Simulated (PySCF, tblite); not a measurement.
# C₄H₁₇N₃Si₃: geometry, infrared bands and NMR shifts, part 2 of 2

tblite 0.8.0 and PySCF 2.14.0. Atoms count from 0.

### Step 5. NMR shieldings: PBE0/pcSseg-1

Job settings and geometry (Å):

```
{"job": {"kind": "nmr", "xc": "PBE0", "basis": "pcSseg-1"}, "charge": 0, "multiplicity": 1}
C      2.743622     1.999157     0.580798
C      2.799704     0.487068     0.745594
C      1.715148    -0.267709    -0.028613
Si    -0.056269     0.054618     0.516907
N     -1.079036    -1.227725    -0.096411
Si    -2.806349    -1.088317    -0.038332
N     -3.113564     0.558316     0.442535
Si    -2.303530     2.028070    -0.047716
C     -2.750803     3.363537     1.183822
N     -0.617750     1.600591    -0.082219
H      3.559718     2.493269     1.129349
H      1.792469     2.412826     0.951824
H      2.837754     2.287160    -0.479927
H      3.792891     0.125034     0.428654
H      2.720116     0.235994     1.817547
H      1.876830    -1.355719     0.071813
H      1.794242    -0.051742    -1.110399
H     -0.138367     0.060905     2.009938
H     -0.669037    -1.877625    -0.759669
H     -3.489609    -1.944162     0.984112
H     -3.356089    -1.483057    -1.377015
H     -3.885219     0.680361     1.091806
H     -2.691198     2.508701    -1.415964
H     -2.479989     3.060242     2.206921
H     -3.829414     3.588661     1.156074
H     -2.211478     4.295067     0.950189
H     -0.010068     2.095139    -0.727415
```

Method: GIAO PBE0/pcSseg-1 NMR shielding, non-relativistic, gas phase.

What it wrote:

```text
coarse grid: 22944 points
cycle   1  E = -1194.5659858400  dE =  8.039e-01  |g| = 8.148e-01  |ddm| = 4.673e+00
cycle   2  E = -1194.4585885244  dE =  1.074e-01  |g| = 1.066e+00  |ddm| = 1.634e+00
cycle   3  E = -1194.7120698751  dE = -2.535e-01  |g| = 9.429e-02  |ddm| = 1.064e+00
cycle   4  E = -1194.7138521964  dE = -1.782e-03  |g| = 3.827e-02  |ddm| = 1.242e-01
cycle   5  E = -1194.7142044896  dE = -3.523e-04  |g| = 7.175e-03  |ddm| = 3.646e-02
cycle   6  E = -1194.7142158093  dE = -1.132e-05  |g| = 1.922e-03  |ddm| = 8.698e-03
cycle   7  E = -1194.7142166104  dE = -8.011e-07  |g| = 6.077e-04  |ddm| = 2.149e-03
final grid: 204912 points
cycle   8  E = -1194.7630238036  dE = -4.962e-05  |g| = 1.100e-02  |ddm| = 3.302e-02
cycle   9  E = -1194.7630044034  dE =  1.940e-05  |g| = 1.453e-02  |ddm| = 2.125e-02
cycle  10  E = -1194.7630518132  dE = -4.741e-05  |g| = 1.056e-03  |ddm| = 1.239e-02
cycle  11  E = -1194.7630520420  dE = -2.289e-07  |g| = 3.361e-04  |ddm| = 1.140e-03
cycle  12  E = -1194.7630520672  dE = -2.520e-08  |g| = 6.659e-05  |ddm| = 3.139e-04
cycle  13  E = -1194.7630520680  dE = -7.549e-10  |g| = 3.267e-05  |ddm| = 8.379e-05
cycle  14  E = -1194.7630520682  dE = -2.283e-10  |g| = 6.764e-06  |ddm| = 3.269e-05
converged SCF energy = -1194.7630520682

GIAO shielding tensors (ppm)
atom      isotropic    diamagn.    paramagn.     s11        s22        s33       span
  0 C      166.670     248.448     -81.778    155.530    162.415    182.065     26.534
  1 C      164.170     245.384     -81.214    157.622    164.241    170.646     13.023
  2 C      165.949     259.419     -93.471    155.288    162.572    179.986     24.697
  3 Si     367.617     885.261    -517.644    349.420    358.721    394.710     45.290
  4 N      221.489     330.945    -109.455    173.934    232.981    257.553     83.619
  5 Si     386.920     880.524    -493.604    359.041    364.242    437.478     78.437
  6 N      229.259     326.622     -97.363    194.856    238.006    254.915     60.059
  7 Si     368.837     881.852    -513.015    327.765    372.665    406.081     78.315
  8 C      180.219     254.672     -74.453    171.887    178.061    190.710     18.823
  9 N      205.920     333.665    -127.745    167.569    222.465    227.724     60.154
 10 H       30.136      26.904       3.232     25.488     27.118     37.803     12.315
 11 H       29.903      31.856      -1.953     24.364     30.277     35.068     10.705
 12 H       30.665      30.621       0.045     27.421     28.727     35.847      8.427
 13 H       29.656      29.171       0.484     23.729     28.153     37.086     13.357
 14 H       29.800      30.942      -1.142     25.549     28.345     35.505      9.956
 15 H       30.532      34.954      -4.422     24.859     30.292     36.444     11.585
 16 H       30.868      36.226      -5.358     27.228     30.283     35.093      7.866
 17 H       26.115      33.779      -7.663     23.603     24.628     30.115      6.512
 18 H       30.870      36.324      -5.453     22.982     28.679     40.950     17.968
 19 H       26.051      28.558      -2.507     22.328     23.841     31.985      9.657
 20 H       25.906      28.721      -2.815     22.373     23.652     31.692      9.319
 21 H       31.005      30.340       0.666     23.186     28.352     41.478     18.293
 22 H       25.941      29.200      -3.259     22.604     23.816     31.404      8.800
 23 H       30.870      31.816      -0.946     27.061     29.487     36.062      9.002
 24 H       31.180      25.528       5.652     26.786     28.633     38.119     11.333
 25 H       31.065      28.588       2.477     26.823     28.795     37.577     10.754
 26 H       30.579      37.549      -6.969     23.118     29.233     39.387     16.269
```

It took 3.3 min on 1 thread of AMD EPYC, shared host; peak memory 1.4 GiB.

Shifts follow as δ = σ(reference) − σ, with reference shieldings (ppm) from runs at the same level and on the same kind of geometry: 1H TMS 31.27, 13C TMS 184.4, 29Si TMS 352.0, 15N NH3 265.7. The references are single molecules in the gas phase, so shifts against H2O, NH3, PH3, H3PO4 or CFCl3 are not on the usual liquid scales and can be off by tens of ppm. Atoms listed in one row are averaged.

```
        atoms                                                   environment  σ (ppm)  δ (ppm)  δ scaled to CDCl3
           C1                                                       sp3 CH2    164.2     20.2               19.1
           C2                                          sp3 CH2 bonded to Si    165.9     18.5               17.4
           C0                                                 methyl carbon    166.7     17.7               16.7
           C8                                    methyl carbon bonded to Si    180.2      4.2                3.6
          H20     hydrogen on a silicon bonded to 2 N, in a 6-membered ring    25.91     5.36                  –
          H22  hydrogen on a silicon bonded to C, 2 N, in a 6-membered ring    25.94     5.33                  –
          H19     hydrogen on a silicon bonded to 2 N, in a 6-membered ring    26.05     5.22                  –
          H17  hydrogen on a silicon bonded to C, 2 N, in a 6-membered ring    26.12     5.15                  –
          H13                                        hydrogen on an sp3 CH2    29.66     1.61               1.74
          H14                                        hydrogen on an sp3 CH2    29.80     1.47               1.61
H10, H11, H12                                   hydrogen on a methyl carbon    30.23     1.03               1.19
          H15                           hydrogen on an sp3 CH2 bonded to Si    30.53     0.74               0.91
          H26   hydrogen on a nitrogen bonded to 2 Si, in a 6-membered ring    30.58     0.69                  –
          H16                           hydrogen on an sp3 CH2 bonded to Si    30.87     0.40               0.59
          H18   hydrogen on a nitrogen bonded to 2 Si, in a 6-membered ring    30.87     0.40                  –
          H21   hydrogen on a nitrogen bonded to 2 Si, in a 6-membered ring    31.01     0.26                  –
H23, H24, H25                      hydrogen on a methyl carbon bonded to Si    31.04     0.23               0.43
          Si3             silicon bonded to C, 2 N, H, in a 6-membered ring    367.6    -15.6                  –
          Si7             silicon bonded to C, 2 N, H, in a 6-membered ring    368.8    -16.8                  –
          Si5              silicon bonded to 2 N, 2 H, in a 6-membered ring    386.9    -34.9                  –
           N9              nitrogen bonded to 2 Si, H, in a 6-membered ring    205.9     59.8                  –
           N4              nitrogen bonded to 2 Si, H, in a 6-membered ring    221.5     44.2                  –
           N6              nitrogen bonded to 2 Si, H, in a 6-membered ring    229.3     36.4                  –
```

The scaled column applies a straight-line fit of computed shieldings to shifts measured in CDCl3 (root-mean-square error 0.21 ppm for H, 2.0 ppm for C).

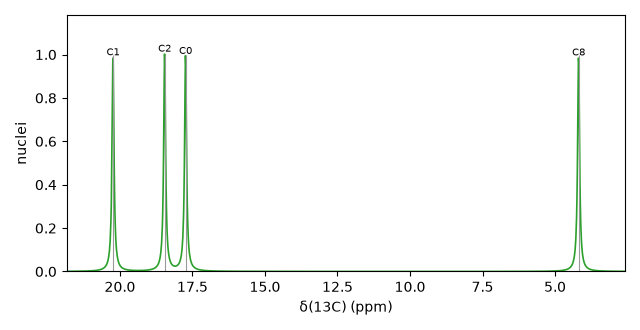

13C lines at the computed shifts, without couplings. Lines are broadened to a width of 0.08 ppm (Lorentzian).

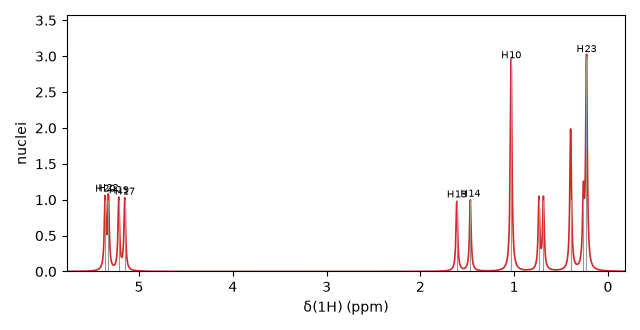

1H lines at the computed shifts, without couplings. Lines are broadened to a width of 0.02 ppm (Lorentzian).

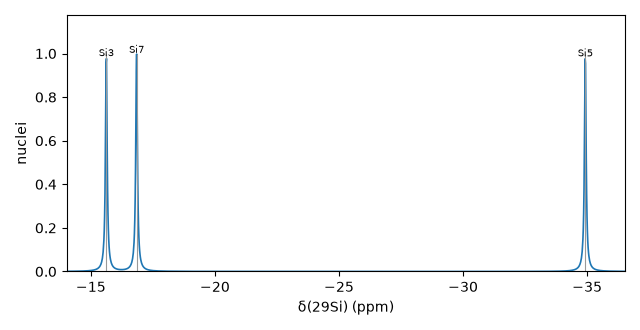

29Si lines at the computed shifts, without couplings. Lines are broadened to a width of 0.08 ppm (Lorentzian).

The run also stored atomic charges by several schemes (e):

```
atoms  Mulliken    IAO  Hirshfeld  ESP fit
   C0     -0.31  -0.41      -0.12    -0.32
   C1     -0.26  -0.23      -0.06     0.23
   C2     -0.58  -0.55      -0.16    -0.52
  Si3      1.03   1.11       0.40     0.86
   N4     -0.85  -0.95      -0.34    -0.92
  Si5      0.89   1.00       0.39     0.76
   N6     -0.88  -0.94      -0.32    -0.95
  Si7      1.03   1.15       0.42     1.05
   C8     -0.65  -0.74      -0.22    -0.85
   N9     -0.87  -0.95      -0.34    -0.86
```

Mulliken charges:

C0 -0.31; C1 -0.26; C2 -0.58; Si3 1.03; N4 -0.85; Si5 0.89; N6 -0.88; Si7 1.03; C8 -0.65; N9 -0.87; H10 0.12; H11 0.13; H12 0.11; H13 0.12; H14 0.12; H15 0.14; H16 0.13; H17 -0.11; H18 0.22; H19 -0.14; H20 -0.14; H21 0.22; H22 -0.13; H23 0.14; H24 0.13; H25 0.14; H26 0.22

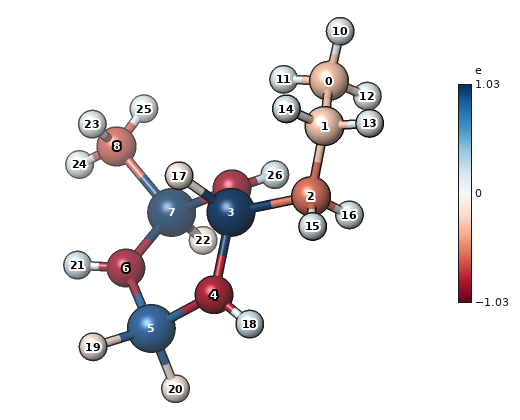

Mulliken charges, as colours on the atoms.

Mayer bond orders: C0–C1 1.05, C1–C2 1.04, C2–Si3 0.90, Si3–N4 0.92, N4–Si5 0.98, Si5–N6 0.94, N6–Si7 0.91, Si7–C8 0.95, Si7–N9 0.95, N9–Si3 0.92.

Ring of atoms Si3, N4, Si5, N6, Si7, N9: NICS(0) -2.2, NICS(1) -1.1, NICS(1)zz 4.5 ppm (means of both faces).

Orbitals, density, ELF and potential are computed afterwards from the orbital file.

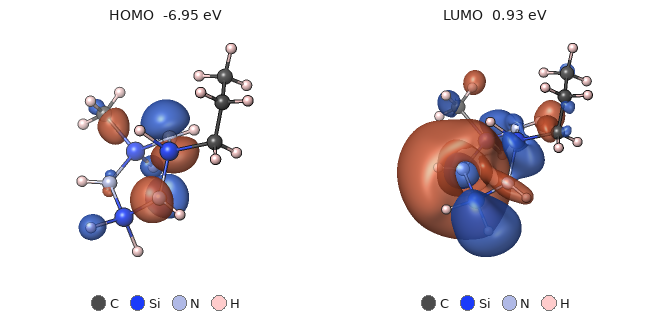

Frontier orbitals at PBE0/pcSseg-1; each surface holds 70 % of the orbital's density, blue and red mark the sign.

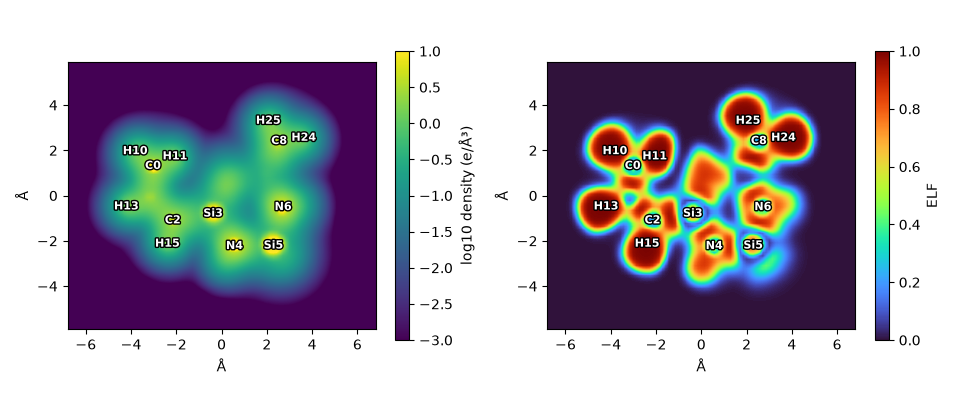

Density (left) and ELF (right) in a plane through or near 13 of the atoms.

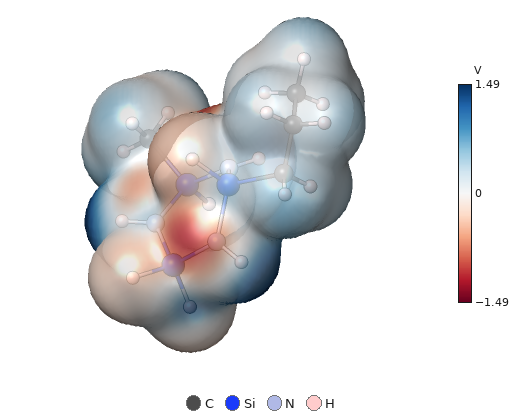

Electrostatic potential on the surface of density 0.002 e/bohr³; red is low, blue high. It runs, from the 1st to the 99th percentile, from -0.86 V near N4 to 1.49 V near H18.

### Step 6. Nuclear shieldings: CAM-B3LYP/pcSseg-1

Settings changed since step 5:

```diff
@@ -1,2 +1,2 @@
-{"job": {"kind": "nmr", "xc": "PBE0", "basis": "pcSseg-1"}, "charge": 0, "multiplicity": 1}
+{"job": {"kind": "nmr", "xc": "CAM-B3LYP", "basis": "pcSseg-1", "pop": false}, "charge": 0, "multiplicity": 1}
 C      2.743622     1.999157     0.580798
```

Method: GIAO CAM-B3LYP/pcSseg-1 NMR shielding, non-relativistic, gas phase.

What it wrote:

```text
coarse grid: 22944 points
cycle   1  E = -1195.1805596563  dE =  9.966e-01  |g| = 7.750e-01  |ddm| = 4.614e+00
cycle   2  E = -1195.1695172237  dE =  1.104e-02  |g| = 8.315e-01  |ddm| = 1.208e+00
cycle   3  E = -1195.3116206331  dE = -1.421e-01  |g| = 7.029e-02  |ddm| = 6.851e-01
cycle   4  E = -1195.3125274825  dE = -9.068e-04  |g| = 3.669e-02  |ddm| = 9.471e-02
cycle   5  E = -1195.3128466308  dE = -3.191e-04  |g| = 4.927e-03  |ddm| = 3.124e-02
cycle   6  E = -1195.3128522358  dE = -5.605e-06  |g| = 1.223e-03  |ddm| = 6.264e-03
final grid: 204912 points
cycle   7  E = -1195.3757989763  dE = -3.350e-05  |g| = 5.450e-03  |ddm| = 1.873e-02
cycle   8  E = -1195.3757988762  dE =  1.000e-07  |g| = 5.658e-03  |ddm| = 9.117e-03
cycle   9  E = -1195.3758058580  dE = -6.982e-06  |g| = 4.632e-04  |ddm| = 4.400e-03
cycle  10  E = -1195.3758058944  dE = -3.645e-08  |g| = 1.924e-04  |ddm| = 4.953e-04
cycle  11  E = -1195.3758059032  dE = -8.826e-09  |g| = 4.623e-05  |ddm| = 2.012e-04
cycle  12  E = -1195.3758059038  dE = -5.157e-10  |g| = 7.809e-06  |ddm| = 6.275e-05
converged SCF energy = -1195.3758059038

GIAO shielding tensors (ppm)
atom      isotropic    diamagn.    paramagn.     s11        s22        s33       span
  0 C      164.897     247.172     -82.275    153.461    160.938    180.292     26.831
  1 C      162.562     244.301     -81.739    156.425    162.510    168.751     12.326
  2 C      163.879     258.641     -94.762    153.058    160.722    177.857     24.799
  3 Si     359.294     884.983    -525.689    340.686    349.422    387.773     47.088
  4 N      221.943     331.002    -109.059    174.815    233.553    257.460     82.644
  5 Si     380.922     880.189    -499.267    352.536    357.127    433.105     80.569
  6 N      229.783     326.445     -96.662    194.468    240.435    254.446     59.978
  7 Si     361.819     881.529    -519.710    319.946    365.957    399.554     79.608
  8 C      178.105     253.292     -75.187    169.722    175.661    188.933     19.211
  9 N      206.167     333.929    -127.761    168.600    221.220    228.683     60.083
 10 H       30.192      26.693       3.498     25.585     27.246     37.745     12.160
 11 H       29.948      32.016      -2.068     24.460     30.331     35.052     10.591
 12 H       30.705      30.649       0.055     27.498     28.792     35.824      8.326
 13 H       29.739      28.913       0.826     23.889     28.295     37.035     13.145
 14 H       29.888      30.931      -1.044     25.690     28.464     35.509      9.819
 15 H       30.661      34.912      -4.252     25.062     30.484     36.436     11.375
 16 H       30.974      36.296      -5.322     27.424     30.419     35.078      7.653
 17 H       26.342      34.023      -7.681     23.825     24.835     30.366      6.541
 18 H       31.027      36.375      -5.349     23.220     28.887     40.973     17.753
 19 H       26.278      28.745      -2.467     22.574     24.091     32.170      9.595
 20 H       26.140      28.909      -2.769     22.623     23.905     31.891      9.268
 21 H       31.149      30.200       0.949     23.350     28.567     41.531     18.181
 22 H       26.186      29.385      -3.199     22.882     24.043     31.632      8.750
 23 H       30.953      31.946      -0.993     27.221     29.589     36.049      8.828
 24 H       31.254      25.461       5.793     26.924     28.773     38.064     11.140
 25 H       31.136      28.626       2.510     26.949     28.922     37.538     10.589
 26 H       30.756      37.698      -6.942     23.371     29.443     39.453     16.082
```

Wall time 3.7 min (1 thread of AMD EPYC, shared host); peak memory 1.7 GiB.

In short: δ C1 19.9, C2 18.6, C0 17.5, C8 4.3, H20 5.19, H22 5.14 ppm.

### Step 7. Side by side: NMR shifts

Shifts (ppm) of some atoms, chosen among heavy atoms and hydrogens apart, with basis size and wall time:

```
               run   H20   H22    Si7    Si5    N9    N4    N6  functions     time
     PBE0/pcSseg-1  5.36  5.33  -16.8  -34.9  59.8  44.2  36.4        276  3.3 min
CAM-B3LYP/pcSseg-1  5.19  5.14  -18.4  -37.5  61.1  45.3  37.5        276  3.7 min
```

### Step 8. What came out

This closing draws on all 2 parts.

```
                                                              quantity                                                                             value
                             strongest single infrared mode (GFN2-xTB)                                                             2171 cm⁻¹, 737 km/mol
                                          zero-point energy (GFN2-xTB)                                                                    132.7 kcal/mol
                                                           point group                                                                                C1
                                  rotational constants (main isotopes)                                                              1.14, 0.58, 0.41 GHz
                                13C shifts against TMS (PBE0/pcSseg-1)                                                         20.2, 18.5, 17.7, 4.2 ppm
1H shifts against TMS (PBE0/pcSseg-1, means over atoms taken as alike)  5.36, 5.33, 5.22, 5.15, 1.61, 1.47, 1.03, 0.74, 0.69, 0.40, 0.40, 0.26, 0.23 ppm
                               29Si shifts against TMS (PBE0/pcSseg-1)                                                           -15.6, -16.8, -34.9 ppm
                                15N shifts against NH3 (PBE0/pcSseg-1)                                                              59.8, 44.2, 36.4 ppm
                                 surface potential, 1st and 99th percentile                                                                -0.86 V and 1.49 V
                                             range of the shift of Si5                                                                -37.5 to -34.9 ppm
```

In words: Over 289 steps the energy fell by 1.131 eV; of the close pairs, Si5–N6 changed most, 1.797 to 1.724 Å (GFN2-xTB). No mode is imaginary among the 75: a minimum at this level. The strongest single mode, at 2171 cm⁻¹, moves mainly H19 and H20. Unscaled tight-binding wavenumbers are off by several per cent, some by more. Its intensities can rank the bands wrongly. Over 20 steps the energy fell by 0.361 eV; of the close pairs, Si7–C8 changed most, 1.912 to 1.871 Å (PBE0/def2-SVP). At PBE0/pcSseg-1: The largest span, 84 ppm, is at N4, where the paramagnetic term is -109 ppm. Across the 2 runs the shift of Si5 moves most, between -37.5 (CAM-B3LYP/pcSseg-1) and -34.9 ppm (PBE0/pcSseg-1).
